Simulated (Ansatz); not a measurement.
The figure comes from a scan of Ni (hcp, Mg type): volume and axial ratio are varied about the relaxed values (subscript 0). The numbers are results of r2SCAN (plane waves to 500 eV, PAW, scalar-relativistic; Ansatz, a program for electronic structure), not measurements. k mesh 22×22×12 (Γ-centred), Fermi-Dirac smearing 0.05 eV. Compression counts positive. With partly filled bands, the response to shear is sensitive to the k mesh, so small differences along c/a are uncertain. Ni was relaxed with its symmetry unable to fall. Relaxed Ni ends ferromagnetic. This is one of several known forms of Ni; the measured ambient cells at hand have space group No. 225. Other magnetic orders were not checked, so this need not be the ground state. 

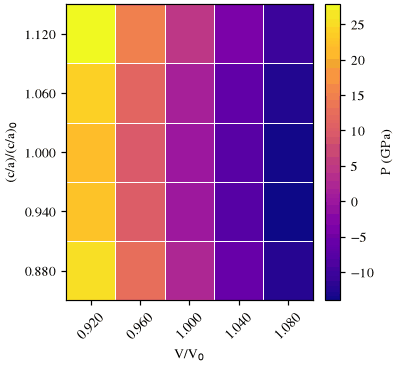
*P (GPa), one tile a computed point.*

Question: List the plotted points as numbers.

Answer: To the nearest 5:

P (GPa), with V/V₀ across and (c/a)/(c/a)₀ down:

```csv
(c/a)/(c/a)₀ \ V/V₀,0.920,0.960,1.000,1.040,1.080
0.880,25,10,0,-5,-10
0.940,25,10,0,-10,-15
1.000,20,10,0,-10,-15
1.060,25,10,0,-5,-15
1.120,30,15,5,-5,-10
```

(Under strain, the slope of the energy per volume gives the stress and its curvature an elastic modulus.)
